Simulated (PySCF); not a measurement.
FH₃Si···AsH₃

Input

```
{"job": {"kind": "inter", "xc": "wB97M-D3(BJ)", "basis": "def2-TZVPD", "pairs": false}, "charge": 0, "multiplicity": 1, "parts": [{"atoms": "0-4", "charge": 0, "multiplicity": 1}, {"atoms": "5-8", "charge": 0, "multiplicity": 1}]}
Si    -0.127987     0.257896    -0.174180
F      0.470924     0.124425     1.350116
H     -1.092143     1.390290    -0.182737
H      1.019950     0.520643    -1.082176
H     -0.801130    -1.024952    -0.508777
As     2.170538    -2.313048     2.759719
H      3.449850    -2.980757     3.258771
H      2.790444    -2.029846     1.396157
H      2.596483    -0.955385     3.300174
```

Command:

```sh
OMP_NUM_THREADS=1 python cluster_run.py task.json out
```

Geometry: PBE0-D3(BJ)/def2-SVPD.

The calculation used wB97M-D3(BJ)/def2-TZVPD, SCF density, gas phase in PySCF 2.14.0.

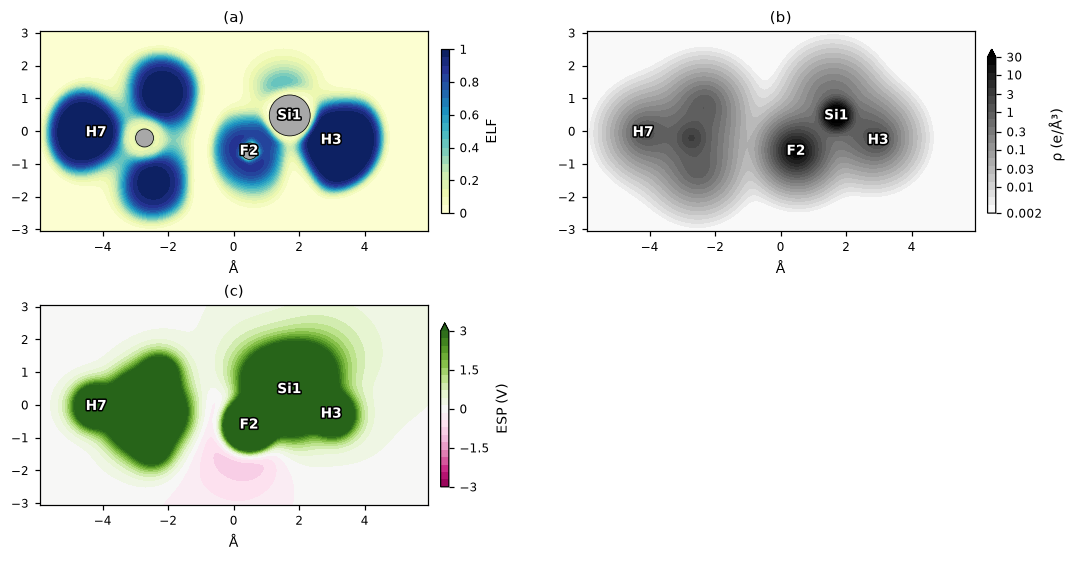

Figure 1. (a) electron localisation function; (b) electron density; (c) molecular electrostatic potential on the plane of atoms F2, Si1 and H3. Grey discs cover the atomic cores in the ELF map.

**Describe what can be read from this map.**

- The plane passes through Si, F and H nuclei.
- Si–F (1.64 Å): ρ is about 1.1 e/Å³ halfway; the ELF peaks at about 0.85 in the valence shell of F, 0.6 Å from its nucleus, and is about 0.55 at the midpoint.
- Si–H (1.49 Å): ρ is about 0.83 e/Å³ halfway; the ELF climbs to about 1 towards the hydrogen, as it does in any bond to H.
- The ELF also peaks beside F2, away from the bonds: lone-pair regions.
- Outside the dense part of the complex the potential is most negative (−0.9 V) near F2.

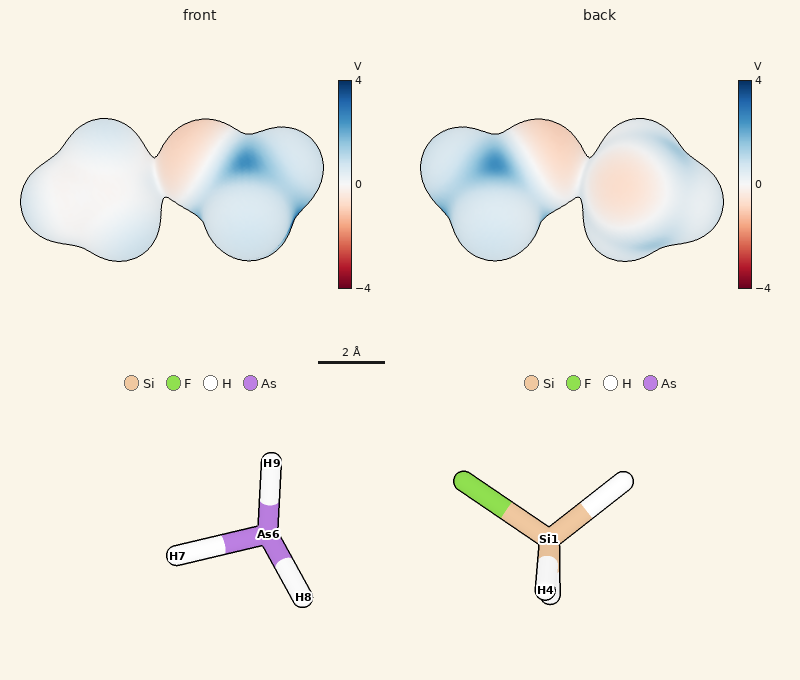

Figure 2. The molecular electrostatic potential painted on the density surface at 0.004 e/bohr³, seen from the front and from behind; the colour scale runs from red (negative) to blue (positive). The bare structure is drawn below in the same view.

**Describe the electrostatic potential map.**

The most negative region (about −0.9 V) lies over F2, the most positive (about +3.0 V) over Si1.
